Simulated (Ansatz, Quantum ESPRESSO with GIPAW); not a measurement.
## KZnF3: NMR parameters from first principles

The task is to compute NMR shifts of KZnF3 site by site and to simulate its spectra.

Program: Quantum ESPRESSO with GIPAW 8.0dev (patched build). Level of theory: DFT, PBE, plane-wave PAW (pslibrary 1.0.0 recipes), scalar-relativistic, GIPAW; a patched development version of the program. Results are calculated unless marked as measured.

### Step 1. The structure

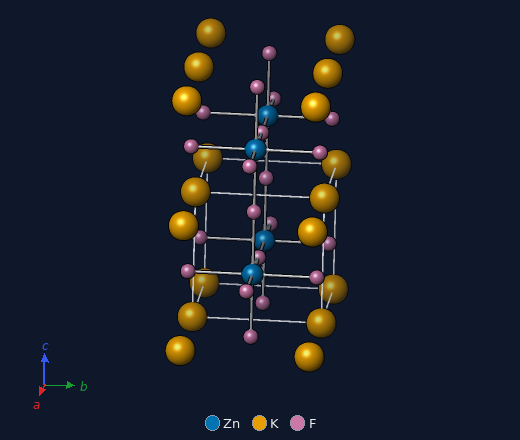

The starting structure, seen slightly off an axis (zinc blue, potassium orange, fluorine pink). 2×1×2 cells are drawn. Some periodic images of atoms are drawn too.

As a file:

```cif
data_structure
_symmetry_space_group_name_H-M 'Pm-3m'
_symmetry_Int_Tables_number 221
_cell_length_a 4.0500
_cell_length_b 4.0500
_cell_length_c 4.0500
_cell_angle_alpha 90.000
_cell_angle_beta 90.000
_cell_angle_gamma 90.000
_cell_volume 66.43
loop_
_atom_site_label
_atom_site_type_symbol
_atom_site_symmetry_multiplicity
_atom_site_Wyckoff_symbol
_atom_site_fract_x
_atom_site_fract_y
_atom_site_fract_z
_atom_site_occupancy
Zn1 Zn 1 b 0.50000 0.50000 0.50000 1
K1 K 1 a 0.00000 0.00000 0.00000 1
F1 F 3 c 0.50000 0.00000 0.50000 1
```

The cell is an entry of the Crystallography Open Database; it need not be the form that is stable at ambient conditions.

### Step 2. Self-consistent run

First the ground state. The response equations take the occupied wavefunctions as exact, so conv_thr is set much tighter than for an energy. No empty states are asked for: the response is solved without them. The mesh has a spacing of 0.32 Å⁻¹ at most. The PAW files were made with ld1.x from the pslibrary 1.0.0 recipes, with GIPAW reconstruction switched on (the recipe of F slightly mended, as the packaged one fails to give a sound file).

scf.in reads:

```
&control
  calculation = 'scf'
  prefix = 'x'
  outdir = './tmp/'
  pseudo_dir = './'
/
&system
  ibrav = 0
  nat = 5
  ntyp = 3
  ecutwfc = 55
  ecutrho = 330
  nbnd = 21
/
&electrons
  conv_thr = 1.0d-10
  mixing_beta = 0.7
  electron_maxstep = 100
/
ATOMIC_SPECIES
  Zn 65.380 Zn.pbe-dn-kjpaw_psl.1.0.0-gipaw.UPF
  K 39.098 K.pbe-spn-kjpaw_psl.1.0.0-gipaw.UPF
  F 18.998 F.pbe-n-kjpaw_psl.1.0.0-gipaw.UPF
CELL_PARAMETERS angstrom
  4.05000000 0.00000000 0.00000000
  0.00000000 4.05000000 0.00000000
  0.00000000 0.00000000 4.05000000
ATOMIC_POSITIONS crystal
  Zn 0.50000000 0.50000000 0.50000000
  K 0.00000000 0.00000000 0.00000000
  F 0.50000000 0.00000000 0.50000000
  F 0.00000000 0.50000000 0.50000000
  F 0.50000000 0.50000000 0.00000000
K_POINTS automatic
  5 5 5 0 0 0
```

The run is started by

```bash
> mpirun -np 4 pw.x -nk 4 -in scf.in > scf.out
```

Log:

```text
using ibrav=0 with symmetry is DISCOURAGED, use correct ibrav instead

     bravais-lattice index     =            0
     lattice parameter (alat)  =       7.6534  a.u.
     unit-cell volume          =     448.2927 (a.u.)^3
     number of atoms/cell      =            5
     number of atomic types    =            3
     number of electrons       =        42.00
     number of Kohn-Sham states=           21
     kinetic-energy cutoff     =      55.0000  Ry
     charge density cutoff     =     330.0000  Ry
     scf convergence threshold =      1.0E-10
     mixing beta               =       0.7000
     number of iterations used =            8  plain     mixing
     Exchange-correlation= SLA-PW-PBX-PBC
                           (   1   4   3   4   0   0   0)
[...]
Zn               12.00    65.38000     Zn( 1.00)
     K                 9.00    39.09800     K ( 1.00)
     F                 7.00    18.99800     F ( 1.00)

     48 Sym. Ops., with inversion, found
[...]
number of k points=    10
[...]
Dense  grid:    45385 G-vectors     FFT dimensions: (  45,  45,  45)

     Smooth grid:    24837 G-vectors     FFT dimensions: (  40,  40,  40)

     Check: negative core charge=   -0.000002

     Initial potential from superposition of free atoms

     starting charge      41.9775, renormalised to      42.0000
     Starting wfcs are   29 randomized atomic wfcs

     Self-consistent Calculation

     iteration #  1     ecut=    55.00 Ry     beta= 0.70
     Davidson diagonalization with overlap
     ethr =  1.00E-02,  avg # of iterations =  1.6

     total energy              =    -535.05743766 Ry
     estimated scf accuracy    <       0.47922410 Ry

     iteration #  2     ecut=    55.00 Ry     beta= 0.70
     Davidson diagonalization with overlap
     ethr =  1.14E-03,  avg # of iterations =  3.2

     total energy              =    -535.20016291 Ry
     estimated scf accuracy    <       0.42621282 Ry

     iteration #  3     ecut=    55.00 Ry     beta= 0.70
     Davidson diagonalization with overlap
     ethr =  1.01E-03,  avg # of iterations =  2.0

     total energy              =    -535.27935011 Ry
     estimated scf accuracy    <       0.00354923 Ry

[...]
total energy              =    -535.28209069 Ry
[...]
iteration # 11     ecut=    55.00 Ry     beta= 0.70
     Davidson diagonalization with overlap
     ethr =  9.56E-13,  avg # of iterations =  5.5

     total energy              =    -535.28209069 Ry
     estimated scf accuracy    <          1.1E-09 Ry

     iteration # 12     ecut=    55.00 Ry     beta= 0.70
     Davidson diagonalization with overlap
     ethr =  9.56E-13,  avg # of iterations =  3.6

     End of self-consistent calculation
     [one-electron energies left out]

!    total energy              =    -535.28209069 Ry
     total all-electron energy =     -5396.156035 Ry
     estimated scf accuracy    <          2.2E-13 Ry

     The total energy is the sum of the following terms:
     one-electron contribution =    -160.84867999 Ry
     hartree contribution      =     115.52473383 Ry
     xc contribution           =     -87.62204153 Ry
     ewald contribution        =    -218.00757669 Ry
     one-center paw contrib.   =    -184.32852632 Ry

     convergence has been achieved in  12 iterations
[...]
JOB DONE.
```

It took 10 s on 4 MPI ranks of Arm Neoverse V2, shared host; peak memory 0.64 GiB; 40 s of CPU time.

It converged in 12 cycles to an estimated accuracy of 2e-13 Ry, on 10 irreducible k-points.

### Step 3. GIPAW: job nmr

The job finds the current that a weak uniform field induces (applied as a long wave, q_gipaw) and the field that this current makes at each nucleus. On atoms with p or d valence electrons much of the paramagnetic part arises close to the nucleus, where the PAW partial waves rebuild the true states. pawproj makes the reconstruction use the PAW data sets' own projectors.

nmr.in reads:

```
&inputgipaw
  job = 'nmr'
  prefix = 'x'
  tmp_dir = './tmp/'
  restart_mode = 'from_scratch'
  verbosity = 'low'
  q_gipaw = 0.01
  spline_ps = .true.
  conv_threshold = 1.0d-14
  use_nmr_macroscopic_shape = .false.
  pawproj(1) = .true.
  pawproj(2) = .true.
  pawproj(3) = .true.
/
```

The run is started by

```bash
> mpirun -np 4 gipaw.x -in nmr.in > nmr.out
```

Log:

```text
[banner, memory and clock lines left out]
[a note of our patched build left out]

     Parallelizing q-star over 1 images

     IMPORTANT: XC functional enforced from input :
     Exchange-correlation= PBE
                           (   1   4   3   4   0   0   0)
     Any further DFT definition will be discarded
     Please, verify this is what you really want

     Check: negative core charge=   -0.000002
[...]
projs nearly linearly dependent: l=0  n1,n2= 1, 2  s=  0.99585241
[...]
alpha_pv=     53.7542 eV

     spline_ps is .false., expect some extrapolation errors

     q-space interpolation up to    66.00 Rydberg

     GIPAW job: nmr
     NMR macroscopic correction: no
[...]
Computing the magnetic susceptibility     isolve=0    ethr=  0.1000E-13
     Starting from scratch
     k-point #    1 of    10      pool #  1    cpu time:       0.9
[...]
End of magnetic susceptibility calculation

     f-sum rule (1st term):
           -32.3686          0.0000          0.0000
             0.0000        -32.3686          0.0000
             0.0000          0.0000        -32.3686

     f-sum rule (2nd term):
            -1.2056          0.0000          0.0000
             0.0000         -1.2056          0.0000
             0.0000          0.0000         -1.2056

     f-sum rule (should be   -33.5656):
           -33.5742          0.0000          0.0000
             0.0000        -33.5742          0.0000
             0.0000          0.0000        -33.5742

[... susceptibilities left out ...]
     Contributions to the NMR chemical shifts: -------------------------------

     Macroscopic shape contribution in ppm:                    0.00
             0.0000          0.0000          0.0000
             0.0000          0.0000          0.0000
             0.0000          0.0000          0.0000

     Core contribution in ppm:

     Atom  1  Zn  pos: (  0.500000  0.500000  0.500000)  core sigma:        2275.73
     Atom  2  K   pos: (  0.000000  0.000000  0.000000)  core sigma:        1193.41
     Atom  3  F   pos: (  0.500000  0.000000  0.500000)  core sigma:         306.42
     Atom  4  F   pos: (  0.000000  0.500000  0.500000)  core sigma:         306.42
     Atom  5  F   pos: (  0.500000  0.500000  0.000000)  core sigma:         306.42

     Bare contribution in ppm:

     Atom  1  Zn  pos: (  0.500000  0.500000  0.500000)  bare sigma:          38.19
[...]
Atom  2  K   pos: (  0.000000  0.000000  0.000000)  bare sigma:         119.93
[...]
Atom  3  F   pos: (  0.500000  0.000000  0.500000)  bare sigma:          95.57
[...]
Atom  4  F   pos: (  0.000000  0.500000  0.500000)  bare sigma:          95.57
[...]
Atom  5  F   pos: (  0.500000  0.500000  0.000000)  bare sigma:          95.57
[...]
Diamagnetic contribution in ppm:

     Atom  1  Zn  pos: (  0.500000  0.500000  0.500000)  dia sigma:         216.07
[...]
Atom  2  K   pos: (  0.000000  0.000000  0.000000)  dia sigma:          -4.06
[...]
Atom  3  F   pos: (  0.500000  0.000000  0.500000)  dia sigma:          43.00
[...]
Atom  4  F   pos: (  0.000000  0.500000  0.500000)  dia sigma:          43.00
[...]
Atom  5  F   pos: (  0.500000  0.500000  0.000000)  dia sigma:          43.00
[...]
Paramagnetic contribution in ppm:

     Atom  1  Zn  pos: (  0.500000  0.500000  0.500000)  para sigma:         957.62
[...]
Atom  2  K   pos: (  0.000000  0.000000  0.000000)  para sigma:        -215.26
[...]
Atom  3  F   pos: (  0.500000  0.000000  0.500000)  para sigma:         207.87
[...]
Atom  4  F   pos: (  0.000000  0.500000  0.500000)  para sigma:         207.87
[...]
Atom  5  F   pos: (  0.500000  0.500000  0.000000)  para sigma:         207.87
[...]
Paramagnetic US occ-occ contribution in ppm:

     Atom  1  Zn  pos: (  0.500000  0.500000  0.500000)  para_oo sigma:          -9.06
[...]
Atom  2  K   pos: (  0.000000  0.000000  0.000000)  para_oo sigma:          -0.90
[...]
Atom  3  F   pos: (  0.500000  0.000000  0.500000)  para_oo sigma:          -1.24
[...]
Atom  4  F   pos: (  0.000000  0.500000  0.500000)  para_oo sigma:          -1.24
[...]
Atom  5  F   pos: (  0.500000  0.500000  0.000000)  para_oo sigma:          -1.24
[...]
Paramagnetic US L_R Q_R contribution in ppm:

     Atom  1  Zn  pos: (  0.500000  0.500000  0.500000)  para_lq sigma:       -1675.11
[...]
Atom  2  K   pos: (  0.000000  0.000000  0.000000)  para_lq sigma:         104.00
[...]
Atom  3  F   pos: (  0.500000  0.000000  0.500000)  para_lq sigma:        -320.60
[...]
Atom  4  F   pos: (  0.000000  0.500000  0.500000)  para_lq sigma:        -320.60
[...]
Atom  5  F   pos: (  0.500000  0.500000  0.000000)  para_lq sigma:        -320.60
[...]
Total NMR chemical shifts in ppm: ---------------------------------------
     (adopting the Simpson convention for anisotropy and asymmetry)-----------

     Atom  1  Zn  pos: (  0.500000  0.500000  0.500000)  Total sigma:        1803.43
          1803.4324         -0.0000          0.0000
             0.0000       1803.4324          0.0000
            -0.0000         -0.0000       1803.4324

     Zn      1    anisotropy:      0.00    eta:    0.0000
[...]
Atom  2  K   pos: (  0.000000  0.000000  0.000000)  Total sigma:        1197.11
          1197.1138         -0.0000         -0.0000
            -0.0000       1197.1138         -0.0000
            -0.0000         -0.0000       1197.1138

     K       2    anisotropy:      0.00    eta:    0.0000
[...]
Atom  3  F   pos: (  0.500000  0.000000  0.500000)  Total sigma:         331.02
           320.1184         -0.0000         -0.0000
             0.0000        352.8094         -0.0000
             0.0000         -0.0000        320.1184

     F       3    anisotropy:     32.69    eta:    0.0000
[...]
Atom  4  F   pos: (  0.000000  0.500000  0.500000)  Total sigma:         331.02
[... its tensor is left out ...]
     Atom  5  F   pos: (  0.500000  0.500000  0.000000)  Total sigma:         331.02
[... its tensor is left out ...]
```

Wall time 72 s (4 MPI ranks); peak memory 0.37 GiB.

The f-sum rule is met to 0.0086 of 33.6 (0.03 %). Converged shieldings require that this miss be small, but a small miss does not prove them.

From the symmetric part of each tensor, with principal values σ11 ≤ σ22 ≤ σ33: σ_iso is their mean, the span is σ33 − σ11 and the skew 3(σ_iso − σ22)/span. (gipaw.x prints an anisotropy in another convention.)

```
site  atom no.  atoms in cell  σ_iso (ppm)  span (ppm)  skew
  Zn         1              1         1803           0     -
   K         2              1       1197.1         0.0     -
   F         3              3        331.0        32.7  1.00
```

The macroscopic shape term is switched off. For a spherical sample the valence susceptibility of this run would add about 9 ppm to every site, a rough estimate, since the susceptibility converges slowly and lacks part of the PAW terms. Differences within the crystal don't depend on it, but shieldings of different compounds can't be compared to better than a few ppm without it.

Zn and K sit on cubic site symmetry, where the tensor must be isotropic. An axis of order three or more runs through F, so two principal values coincide and the skew is ±1. In this run the largest span is that of F (site symmetry 4/mmm), with principal values 320.1, 320.1 and 352.8 ppm.

How the isotropic values are made up (ppm). The core part is that of the free atom's core; bare is the current of the smooth valence states; the last two are what the PAW spheres add to the diamagnetic and the paramagnetic current:

```
site    core   bare  reconstruction, dia  reconstruction, para
  Zn  2275.7   38.2                216.1                -726.5
   K  1193.4  119.9                 -4.1                -112.2
   F   306.4   95.6                 43.0                -114.0
```

The quadrupolar nuclei (39K and 67Zn) sit on sites where the field gradient vanishes by symmetry, so they have no quadrupolar coupling.

### Step 4. NMR parameters by site

A shielding is counted from the bare nucleus and a shift from a reference compound, with the opposite sign. A fitted line does better than one reference, as its slope takes up part of the functional's error.

Reference lines, from the same functional and files: 19F: δ = (115.5 − σ) / 1.179, zero at CFCl3, fitted to 7 measured values, from BaF2, CdF2, KF, LiF, MgF2, NaF and ZnF2, with a scatter of 6.5 ppm r.m.s. (CaF2 fall off this line, as semilocal functionals put their cations' empty d or f shells too low, and are left out), on σ without the shape term. Kinds of site that fitted badly were split off after the misses were seen, so the scatter is that of the points kept.

Covalently bonded atoms count as neighbours within 1.18 times the sum of their radii. Otherwise a cation's neighbours lie within 1.2 times its shortest bond (1.3 for large cations, each anion's radius taken off where they differ), and an anion's are the cations that count it.

```
site  atom no.  atoms in cell    surroundings     bonds (Å)  δ_iso (ppm)
  Zn         1              1            ZnF6         2.025            -
   K         2              1            KF12         2.864            -
   F         3              3  bound to Zn2K4  2.02 to 2.86       -182.8
```

Simulated spectrum, 19F MAS at 30 kHz, 9.4 T (376.7 MHz), lines broadened by 2 ppm; rigid lattice, with dipolar and J couplings left out: a single narrow line at -182.8 ppm.

### Step 5. Other settings and structures

Each row names what was changed: the other centring of the mesh tests the sampling; another cell volume at fixed fractional coordinates shows the pull of bond length; another mesh tests the sampling of the zone.

Changes of σ_iso (ppm) against the run above (PBE, cutoffs 55 and 330 Ry, mesh 5×5×5, 5.4 min). Times are CPU times of pw.x and gipaw.x together, on 4 MPI ranks of Arm Neoverse V2, shared host; on a shared host they are rough.

```
           run  CPU time  f-sum miss     Zn     K     F
  mesh shifted   5.4 min      0.0086   +0.1  +0.1  +0.1
volume × 0.960   4.9 min      0.0087  -37.5  -8.9  -1.9
    mesh 6×6×6    10 min      0.0086   +0.1  +0.0  +0.1
```

The largest move is -37.5 ppm, on Zn, from volume × 0.960.

### Step 6. Summary of results

```
19F shift                         : -182.8 ppm
39K shielding without shape term  : 1197.1 ppm
67Zn shielding without shape term : 1803 ppm
```

19F has one site (bound to Zn2K4), with isotropic shift -182.8 ppm. Going to mesh 6×6×6 changes no isotropic shielding by more than 0.065 ppm, so the main run is converged in that respect. A higher cutoff was not carried through on these files. This build of gipaw.x prints that it is not audited and that its numbers are no references by themselves. It also reports spline_ps as false although the input sets it; why was not traced.

[Banner, clock, file and message-heading lines were taken out of the pw.x and gipaw.x logs.]

[Logs are printed without paths, hosts, clocks, repeated set-up lines and the standing remarks that a program may print on its own settings, such as how far it seeks lower states.]

[Hosts, paths, dates, database ids (printed as entryN), source tags and the programs' standing remarks are cut or masked in the printed files.]

[Where no reference line passes its bar on scatter, no shift is given, so a measured shift of this compound may stand uncompared.]
